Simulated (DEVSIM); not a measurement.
Device: Ru/SiO2/n-Ge capacitor, at 250 K.

```csv
layer (left to right),material,thickness (nm),Nd (cm⁻³)
1,SiO2,0.990,-
2,Ge,1900,9.9e16
```

Metal gate on the left, work function 4.7 eV. Fixed charge at the semiconductor interface 0 cm⁻² (in units of +e); interface traps 2.4e11 cm⁻² eV⁻¹, uniform in energy, neutral level at 0.3 of the gap above the valence band.

The device is made up for the run: typed textbook-type constants, with dimensions and the other settings drawn at random. Values at 300 K; Nc and Nv go as T^1.5, mobilities as T to minus their exponent, the gap by Varshni's rule with the affinity fixed.

| parameter | SiO2 | Ge |
|---|---|---|
| gap (eV) | 9 | 0.664 |
| affinity (eV) | 0.9 | 4 |
| permittivity | 3.9 | 16 |
| Nc (cm⁻³) | - | 1.04e19 |
| Nv (cm⁻³) | - | 6e18 |
| Varshni α (eV/K) | - | 0.000477 |
| Varshni β (K) | - | 235 |

Model (solved in DEVSIM): 1D Poisson equation in equilibrium, Boltzmann statistics, complete ionisation; no quantum confinement or tunnelling. Metal contacts follow the ideal Schottky-Mott rule: no Fermi-level pinning, no interface dipoles.

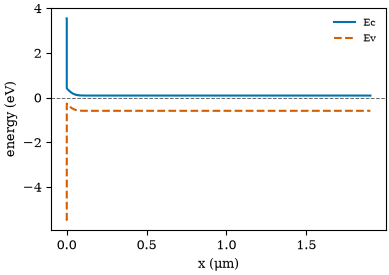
Fig. 1. Band edges at 0.25 V on the gate

Energies count from the Fermi level of the right contact; mesh points crowd at the junctions.

```csv
x (μm),Ec (eV),Ev (eV),n (cm⁻³),p (cm⁻³),field (V/cm)
0.000,3.550,-5.450,< 1e2,< 1e2,-330000
0.0004950,3.534,-5.466,< 1e2,< 1e2,-330000
0.0009900,0.418,-0.265,3.0e10,2.1e13,-160000
0.002039,0.409,-0.274,4.5e10,1.4e13,-81000
0.004981,0.386,-0.297,1.3e11,4.7e12,-78000
0.009633,0.351,-0.332,6.7e11,9.2e11,-73000
0.01848,0.291,-0.392,1.1e13,5.8e10,-63000
0.04332,0.170,-0.513,3.0e15,2.1e8,-35000
0.08259,0.102,-0.581,7.0e16,8900000,-5100
0.1573,0.094,-0.588,9.9e16,6300000,-27
0.2995,0.094,-0.588,9.9e16,6300000,≈ 0
0.6985,0.094,-0.588,9.9e16,6300000,≈ 0
1.201,0.094,-0.588,9.9e16,6300000,≈ 0
1.534,0.094,-0.588,9.9e16,6300000,≈ 0
1.749,0.094,-0.588,9.9e16,6300000,≈ 0
1.822,0.094,-0.588,9.9e16,6300000,≈ 0
1.860,0.094,-0.588,9.9e16,6300000,≈ 0
1.880,0.094,-0.588,9.9e16,6300000,≈ 0
1.893,0.094,-0.588,9.9e16,6300000,≈ 0
1.897,0.094,-0.588,9.9e16,6300000,≈ 0
1.899,0.094,-0.588,9.9e16,6300000,≈ 0
1.901,0.094,-0.588,9.9e16,6300000,≈ 0
```
